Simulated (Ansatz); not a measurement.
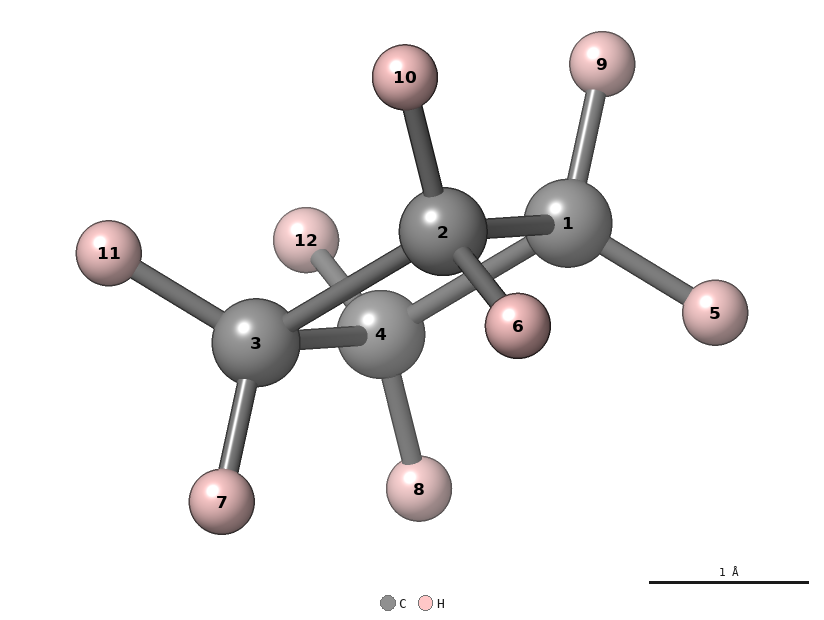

Simulated data, not a measurement (program: Ansatz).

Orthographic view. Distant atoms are faded towards the background colour. Geometry: a fixed input geometry, not necessarily a minimum.

Write a MOL file (V2000) with the atoms in numerical order, bonds sorted by atom number with the orders drawn, and coordinates in the frame of the picture: x right, y up, z towards the viewer, origin at the mean position.

```
C4H8
                    3D

 12 12  0  0  0  0  0  0  0  0999 V2000
    0.9800    0.3800   -0.3100 C   0  0  0  0  0  0  0  0  0  0  0  0
    0.2000    0.3200    1.0300 C   0  0  0  0  0  0  0  0  0  0  0  0
   -0.9800   -0.3800    0.3100 C   0  0  0  0  0  0  0  0  0  0  0  0
   -0.2000   -0.3200   -1.0300 C   0  0  0  0  0  0  0  0  0  0  0  0
    1.9100   -0.1900   -0.3100 H   0  0  0  0  0  0  0  0  0  0  0  0
    0.6700   -0.2700    1.8100 H   0  0  0  0  0  0  0  0  0  0  0  0
   -1.2000   -1.3800    0.6700 H   0  0  0  0  0  0  0  0  0  0  0  0
    0.0400   -1.3000   -1.4500 H   0  0  0  0  0  0  0  0  0  0  0  0
    1.2000    1.3800   -0.6700 H   0  0  0  0  0  0  0  0  0  0  0  0
   -0.0400    1.3000    1.4500 H   0  0  0  0  0  0  0  0  0  0  0  0
   -1.9100    0.1900    0.3100 H   0  0  0  0  0  0  0  0  0  0  0  0
   -0.6700    0.2700   -1.8100 H   0  0  0  0  0  0  0  0  0  0  0  0
  1  2  1  0
  1  4  1  0
  1  5  1  0
  1  9  1  0
  2  3  1  0
  2  6  1  0
  2 10  1  0
  3  4  1  0
  3  7  1  0
  3 11  1  0
  4  8  1  0
  4 12  1  0
M  END
```
